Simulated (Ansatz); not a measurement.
# BClFH3Si: the cost of one run

All numbers are computed with Ansatz 0.2.0 through its Python package. Level of theory: PBE0/def2-SVPD.

## (1) The system

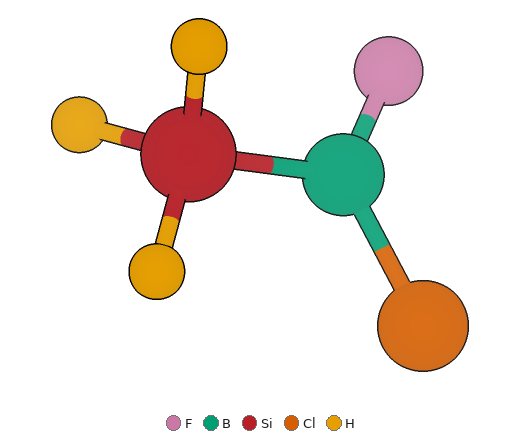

The structure that the script starts from, seen from a chosen angle (fluorine pink, boron teal, silicon red, chlorine orange, hydrogen amber).

bclfh3si.xyz, read by the script:

```xyz
7

F    -0.76380   -1.73290    1.22160
B    -0.68540   -0.85750    0.03670
Si    0.51540    0.64670    0.03290
Cl   -1.60900   -1.20490   -1.47010
H     0.49900    1.32260   -1.27130
H     0.16500    1.60000    1.11010
H     1.93990    0.15800    0.29450
```

## (2) Script

Input file bclfh3si.py:

```python
# -*- coding: utf-8 -*-
"""Energy to split BClFH3Si into its atoms."""

from collections import Counter

import ansatz as az


def single_point(molecule, charge=0, unpaired=0):
    calc = (
        molecule.calculation()
        .basis(gaussian="def2-SVPD")
        .functional("PBE0")
    )
    if charge:
        calc = calc.charge(charge)
    if unpaired:
        calc = calc.spin("collinear", total=unpaired)
    report = calc.run(threads=1).report
    if report["published_state_doubts"]:
        print("  doubts:", report["published_state_doubts"])
    return report["free_energy_ev"]

molecule = az.Crystal.molecule_from_extxyz("bclfh3si.xyz")

# Hund ground states
unpaired = {"F": 1, "B": 1, "Si": 2, "Cl": 1, "H": 1}
counts = Counter(site.symbol for site in molecule.cartesian_sites)
atom_energy = {s: single_point(az.Crystal.molecule().atom(s, (0, 0, 0)), 0, unpaired[s]) for s in counts}
whole = single_point(molecule, 0, 0)
for s, e in atom_energy.items():
    print(f"{s:2s} x{counts[s]}  {e:14.5f} eV")
print(f"BClFH3Si: {whole:.5f} eV")
split = sum(counts[s] * e for s, e in atom_energy.items()) - whole
print(f"atomisation energy (no zero-point term): {23.060548 * split:.1f} kcal/mol, {split / sum(counts.values()):.3f} eV an atom")
```

## (3) The run

Started as:

```
$ python bclfh3si.py
```

What time and memory should one allow on 1 thread of Arm Neoverse V1, shared host?

About 4.8 s, with a peak of 0.29 GiB.
